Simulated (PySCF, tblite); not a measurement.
# C₈H₉N: a rotation path, then NMR shifts on frames, part 2 of 2

tblite 0.8.0 and PySCF 2.14.0. Atoms count from 0. The steps go on from the part before.

### 5 NMR shieldings: image 4, PBE0/pcSseg-1

Job settings and geometry (Å):

```
{"job": {"kind": "nmr", "xc": "PBE0", "basis": "pcSseg-1", "pop": false}, "charge": 0, "multiplicity": 1}
C     -1.230500     2.362600    -0.042000
N     -1.160800     1.275300     0.920800
C     -0.451100     0.137700     0.437500
C     -1.159500    -1.066100     0.219700
C     -0.564200    -2.219200    -0.251700
C      0.808800    -2.291700    -0.565700
C      1.458800    -1.124400    -0.340300
C      0.873400     0.030600     0.132900
C      2.338400     0.058400    -0.160200
H     -0.250700     2.805300    -0.269600
H     -1.660200     1.982700    -0.968800
H     -1.884500     3.139300     0.354000
H     -0.730300     1.613700     1.777800
H     -2.214400    -1.058000     0.447400
H     -1.173200    -3.100800    -0.389400
H      1.260100    -3.198000    -0.939100
H      3.043500     0.069500     0.664900
H      2.687500     0.589400    -1.039800
```

Method: GIAO PBE0/pcSseg-1 NMR shielding, non-relativistic, gas phase.

Standard output:

```text
coarse grid: 15336 points
cycle   1  E = -364.3355586907  dE =  1.725e+00  |g| = 3.961e-01  |ddm| = 4.263e+00
cycle   2  E = -364.3384105277  dE = -2.852e-03  |g| = 4.018e-01  |ddm| = 1.030e+00
cycle   3  E = -364.3776898340  dE = -3.928e-02  |g| = 5.351e-02  |ddm| = 5.026e-01
cycle   4  E = -364.3779376457  dE = -2.478e-04  |g| = 4.151e-02  |ddm| = 9.014e-02
cycle   5  E = -364.3783820707  dE = -4.444e-04  |g| = 9.933e-03  |ddm| = 5.300e-02
cycle   6  E = -364.3784056151  dE = -2.354e-05  |g| = 2.879e-03  |ddm| = 1.226e-02
cycle   7  E = -364.3784075262  dE = -1.911e-06  |g| = 6.196e-04  |ddm| = 3.275e-03
final grid: 149008 points
cycle   8  E = -364.4302629944  dE = -3.801e-05  |g| = 7.866e-03  |ddm| = 5.274e-02
cycle   9  E = -364.4302619520  dE =  1.042e-06  |g| = 8.265e-03  |ddm| = 1.899e-02
cycle  10  E = -364.4302792874  dE = -1.734e-05  |g| = 1.021e-03  |ddm| = 9.613e-03
cycle  11  E = -364.4302795402  dE = -2.528e-07  |g| = 3.084e-04  |ddm| = 1.310e-03
cycle  12  E = -364.4302795652  dE = -2.494e-08  |g| = 8.647e-05  |ddm| = 4.311e-04
cycle  13  E = -364.4302795669  dE = -1.700e-09  |g| = 2.787e-05  |ddm| = 1.207e-04
cycle  14  E = -364.4302795670  dE = -1.592e-10  |g| = 1.055e-05  |ddm| = 3.913e-05
converged SCF energy = -364.4302795670

GIAO shielding tensors (ppm)
atom      isotropic    diamagn.    paramagn.     s11        s22        s33       span
  0 C      145.870     245.092     -99.222    121.046    134.162    182.403     61.357
  1 N      213.572     322.369    -108.796    173.373    206.294    261.050     87.677
  2 C       42.161     249.950    -207.788    -17.125      6.639    136.969    154.094
  3 C       47.798     249.650    -201.852    -41.418     32.221    152.592    194.010
  4 C       50.084     254.480    -204.396    -47.489     30.138    167.604    215.094
  5 C       70.436     254.171    -183.735     -5.703     35.531    181.482    187.185
  6 C       52.727     275.910    -223.183    -96.855     31.446    223.589    320.444
  7 C       60.842     259.956    -199.115    -78.431     32.612    228.344    306.774
  8 C      164.440     257.704     -93.264    135.612    156.131    201.576     65.965
  9 H       28.656      30.083      -1.427     23.298     27.856     34.813     11.514
 10 H       29.257      29.756      -0.498     25.423     27.674     34.675      9.252
 11 H       28.657      27.714       0.944     24.026     26.399     35.546     11.520
 12 H       29.987      33.842      -3.855     22.499     28.268     39.195     16.696
 13 H       24.279      32.104      -7.825     20.721     23.700     28.416      7.695
 14 H       24.269      30.126      -5.858     20.707     25.323     26.776      6.069
 15 H       24.335      30.192      -5.857     20.533     25.443     27.028      6.495
 16 H       28.302      30.562      -2.260     23.911     24.759     36.236     12.325
 17 H       28.294      31.215      -2.921     23.884     24.960     36.039     12.156
```

It took 22 s on 1 thread of Arm Neoverse V2, shared host; peak memory 0.88 GiB.

This run: δ C2 144.8, C3 139.1, C4 136.8, C6 134.2, H14 7.45, H13 7.44 ppm.

### 6 NMR shieldings: image 6, PBE0/pcSseg-1

Job settings and geometry (Å):

```
{"job": {"kind": "nmr", "xc": "PBE0", "basis": "pcSseg-1", "pop": false}, "charge": 0, "multiplicity": 1}
C     -1.614400     2.213700     0.012000
N     -0.799200     1.442600     0.933500
C     -0.256000     0.253500     0.426500
C     -1.081800    -0.846800     0.082700
C     -0.583300    -2.039100    -0.401100
C      0.793600    -2.270900    -0.604500
C      1.556300    -1.210400    -0.241700
C      1.066900    -0.021500     0.247700
C      2.543800    -0.144900     0.077600
H     -1.014400     2.654800    -0.795900
H     -2.368800     1.571000    -0.436900
H     -2.110600     3.015900     0.557000
H     -0.071300     2.026900     1.331700
H     -2.147400    -0.737700     0.221700
H     -1.279300    -2.831100    -0.637500
H      1.161800    -3.204700    -0.999600
H      3.174600    -0.254900     0.953400
H      3.020700     0.390000    -0.738300
```

Level: GIAO PBE0/pcSseg-1 NMR shielding, non-relativistic, gas phase.

Standard output:

```text
coarse grid: 15336 points
cycle   1  E = -364.3407395547  dE =  1.754e+00  |g| = 3.961e-01  |ddm| = 4.275e+00
cycle   2  E = -364.3424367406  dE = -1.697e-03  |g| = 4.065e-01  |ddm| = 1.036e+00
cycle   3  E = -364.3831533502  dE = -4.072e-02  |g| = 6.286e-02  |ddm| = 5.171e-01
cycle   4  E = -364.3835578833  dE = -4.045e-04  |g| = 4.779e-02  |ddm| = 1.092e-01
cycle   5  E = -364.3841642355  dE = -6.064e-04  |g| = 9.139e-03  |ddm| = 6.002e-02
cycle   6  E = -364.3841840016  dE = -1.977e-05  |g| = 2.613e-03  |ddm| = 1.068e-02
cycle   7  E = -364.3841855881  dE = -1.587e-06  |g| = 3.937e-04  |ddm| = 2.566e-03
final grid: 149008 points
cycle   8  E = -364.4358702679  dE = -3.955e-05  |g| = 7.998e-03  |ddm| = 5.700e-02
cycle   9  E = -364.4358697312  dE =  5.367e-07  |g| = 8.312e-03  |ddm| = 1.891e-02
cycle  10  E = -364.4358870301  dE = -1.730e-05  |g| = 8.034e-04  |ddm| = 9.469e-03
cycle  11  E = -364.4358871612  dE = -1.310e-07  |g| = 3.235e-04  |ddm| = 1.113e-03
cycle  12  E = -364.4358871850  dE = -2.382e-08  |g| = 1.117e-04  |ddm| = 4.171e-04
cycle  13  E = -364.4358871879  dE = -2.902e-09  |g| = 3.647e-05  |ddm| = 1.456e-04
cycle  14  E = -364.4358871882  dE = -3.150e-10  |g| = 7.638e-06  |ddm| = 4.622e-05
converged SCF energy = -364.4358871882

GIAO shielding tensors (ppm)
atom      isotropic    diamagn.    paramagn.     s11        s22        s33       span
  0 C      146.046     244.556     -98.510    125.613    128.598    183.928     58.315
  1 N      196.991     323.140    -126.149    151.724    186.417    252.833    101.109
  2 C       42.102     251.921    -209.819    -13.324     -2.599    142.230    155.554
  3 C       58.458     251.945    -193.487    -27.736     36.195    166.915    194.651
  4 C       50.167     254.131    -203.965    -49.027     31.424    168.103    217.130
  5 C       75.610     254.208    -178.598      2.084     43.593    181.154    179.070
  6 C       52.307     275.668    -223.361    -95.647     30.107    222.459    318.106
  7 C       69.539     260.794    -191.254    -65.359     52.643    221.334    286.692
  8 C      164.689     259.622     -94.933    135.952    156.525    201.589     65.637
  9 H       28.765      29.528      -0.762     23.835     27.359     35.102     11.267
 10 H       28.695      29.798      -1.103     23.832     28.476     33.778      9.946
 11 H       28.610      27.383       1.228     24.788     25.763     35.279     10.491
 12 H       29.393      35.138      -5.745     20.414     29.846     37.919     17.505
 13 H       24.685      32.398      -7.712     20.643     24.079     29.334      8.691
 14 H       24.328      30.403      -6.075     20.873     25.291     26.821      5.948
 15 H       24.623      30.184      -5.561     20.880     25.458     27.531      6.651
 16 H       28.315      30.927      -2.612     24.035     24.676     36.235     12.201
 17 H       28.373      31.848      -3.475     23.863     24.851     36.406     12.543
```

It took 22 s on 1 thread of Arm Neoverse V2, shared host; peak memory 0.89 GiB.

In short: δ C2 144.8, C4 136.8, C6 134.6, C3 128.5, H14 7.39, H15 7.09 ppm.

### 7 NMR shieldings: image 8, PBE0/pcSseg-1

Job settings and geometry (Å):

```
{"job": {"kind": "nmr", "xc": "PBE0", "basis": "pcSseg-1", "pop": false}, "charge": 0, "multiplicity": 1}
C     -1.860800     2.122600     0.258000
N     -0.550500     1.624200     0.597400
C     -0.122800     0.377400     0.188100
C     -0.988000    -0.662900    -0.238900
C     -0.540300    -1.925900    -0.579900
C      0.814700    -2.305000    -0.543300
C      1.616300    -1.288100    -0.132700
C      1.180900    -0.034300     0.209200
C      2.647600    -0.298800     0.288900
H     -2.038300     2.157900    -0.824800
H     -2.620700     1.487800     0.714800
H     -1.968500     3.127300     0.661500
H      0.181300     2.319000     0.605900
H     -2.046800    -0.466200    -0.305000
H     -1.272000    -2.656900    -0.893200
H      1.140200    -3.295900    -0.818900
H      3.114200    -0.406300     1.263300
H      3.304800     0.130400    -0.461900
```

With the program's defaults for keys left out, this is: GIAO PBE0/pcSseg-1 NMR shielding, non-relativistic, gas phase.

Standard output:

```text
coarse grid: 15336 points
cycle   1  E = -364.3438416690  dE =  1.783e+00  |g| = 4.034e-01  |ddm| = 4.280e+00
cycle   2  E = -364.3402559184  dE =  3.586e-03  |g| = 4.363e-01  |ddm| = 1.101e+00
cycle   3  E = -364.3879001775  dE = -4.764e-02  |g| = 8.755e-02  |ddm| = 5.921e-01
cycle   4  E = -364.3892964008  dE = -1.396e-03  |g| = 4.796e-02  |ddm| = 1.360e-01
cycle   5  E = -364.3898942243  dE = -5.978e-04  |g| = 1.001e-02  |ddm| = 6.394e-02
cycle   6  E = -364.3899172928  dE = -2.307e-05  |g| = 3.111e-03  |ddm| = 1.175e-02
cycle   7  E = -364.3899193606  dE = -2.068e-06  |g| = 8.376e-04  |ddm| = 3.071e-03
final grid: 149008 points
cycle   8  E = -364.4415354968  dE = -4.392e-05  |g| = 8.370e-03  |ddm| = 5.548e-02
cycle   9  E = -364.4415336808  dE =  1.816e-06  |g| = 9.044e-03  |ddm| = 1.919e-02
cycle  10  E = -364.4415534452  dE = -1.976e-05  |g| = 1.100e-03  |ddm| = 9.861e-03
cycle  11  E = -364.4415537107  dE = -2.655e-07  |g| = 3.038e-04  |ddm| = 1.306e-03
cycle  12  E = -364.4415537299  dE = -1.914e-08  |g| = 1.158e-04  |ddm| = 4.053e-04
cycle  13  E = -364.4415537328  dE = -2.965e-09  |g| = 4.242e-05  |ddm| = 1.524e-04
cycle  14  E = -364.4415537333  dE = -4.410e-10  |g| = 1.155e-05  |ddm| = 5.801e-05
converged SCF energy = -364.4415537333

GIAO shielding tensors (ppm)
atom      isotropic    diamagn.    paramagn.     s11        s22        s33       span
  0 C      155.163     243.813     -88.650    131.389    150.603    183.497     52.108
  1 N      191.940     324.056    -132.116    152.452    175.727    247.642     95.190
  2 C       45.380     252.158    -206.778     -6.000     -2.746    144.884    150.884
  3 C       72.072     255.481    -183.409    -11.221     51.091    176.344    187.565
  4 C       49.812     252.935    -203.123    -51.325     32.477    168.284    219.609
  5 C       79.164     253.889    -174.725      5.054     51.483    180.955    175.901
  6 C       52.510     275.700    -223.190    -98.670     34.713    221.487    320.158
  7 C       74.695     259.643    -184.947    -62.405     68.211    218.280    280.685
  8 C      164.444     260.226     -95.782    134.882    156.098    202.353     67.471
  9 H       28.862      28.872      -0.010     24.753     26.365     35.468     10.715
 10 H       28.479      29.063      -0.583     24.401     26.416     34.621     10.220
 11 H       28.713      27.066       1.647     23.939     27.084     35.115     11.176
 12 H       28.550      35.455      -6.905     18.235     30.118     37.297     19.063
 13 H       25.197      33.581      -8.384     20.461     25.247     29.883      9.422
 14 H       24.347      30.582      -6.235     20.820     25.273     26.948      6.128
 15 H       24.729      30.071      -5.342     21.003     25.451     27.733      6.730
 16 H       28.388      31.333      -2.946     23.999     24.688     36.476     12.476
 17 H       28.429      31.658      -3.229     24.028     24.802     36.456     12.429
```

Run time: 22 s. Hardware: 1 thread of Arm Neoverse V2, shared host; peak memory 0.89 GiB.

Key values: δ C2 141.5, C4 137.1, C6 134.4, C3 114.9, H14 7.37, H15 6.99 ppm.

### 8 Run by run: NMR shifts

Shifts (ppm) of some atoms, chosen among heavy atoms and hydrogens apart, with basis size and wall time:

```tsv
frame	C3	C7	C5	C0	H10	H12	N1	functions	time
image 0	120.3	108.8	107.5	33.5	3.54	3.00	77.8	198	22 s
image 2	131.3	117.2	111.3	35.4	2.68	2.41	60.3	198	22 s
image 4	139.1	126.1	116.5	41.1	2.46	1.73	54.2	198	22 s
image 6	128.5	117.4	111.3	40.9	3.02	2.32	70.7	198	22 s
image 8	114.9	112.2	107.8	31.8	3.24	3.17	75.8	198	22 s
```

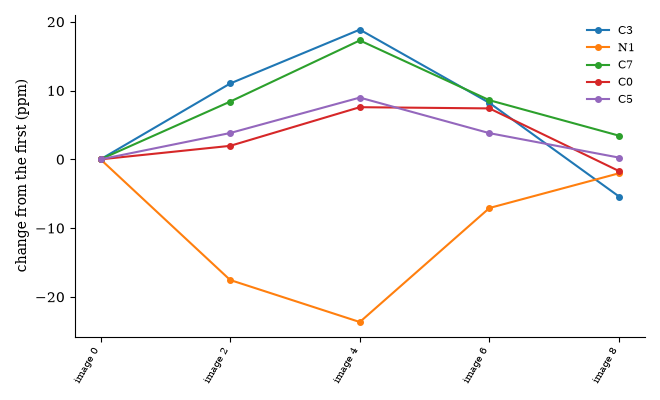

How five of the tabulated atoms move from run to run.

### 9 What came out

This closing draws on all 2 parts.

| quantity | value |
| --- | --- |
| barrier | 0.340 eV (7.8 kcal/mol) at image 4 |
| end to end (GFN2-xTB) | 0.062 eV |
| ¹³C shifts against TMS (PBE0/pcSseg-1, image 0) | 142.9, 136.7, 134.7, 120.3, 108.8, 107.5, 33.5, 22.3 ppm |
| ¹H shifts against TMS (PBE0/pcSseg-1, image 0) | 7.24, 6.93, 6.45, 3.54, 3.42, 3.37, 3.00, 2.94, 2.94 ppm |
| ¹⁵N shifts against NH3 (PBE0/pcSseg-1, image 0) | 77.8 ppm |
| range of the shift of C3 | 114.9 to 139.1 ppm |

In words: Along the band the dihedral turns by 178°, and the top (dihedral 247°) lies 7.8 kcal/mol above the start (GFN2-xTB, rough), so at room temperature this motion is fast. The top was not checked by a frequency run. Shifts at one fixed geometry are not the observed spectrum, which averages over the motion. In the first frame run (image 0): The largest span, 321 ppm, is at C6, where the paramagnetic term is -221 ppm. NICS(1)zz of -24 ppm above the planar ring from C2 marks a diatropic (aromatic) ring current. In ppm, C3 moves most: its shift spreads over 24.3 ppm, from 114.9 (image 8) to 139.1 (image 4).
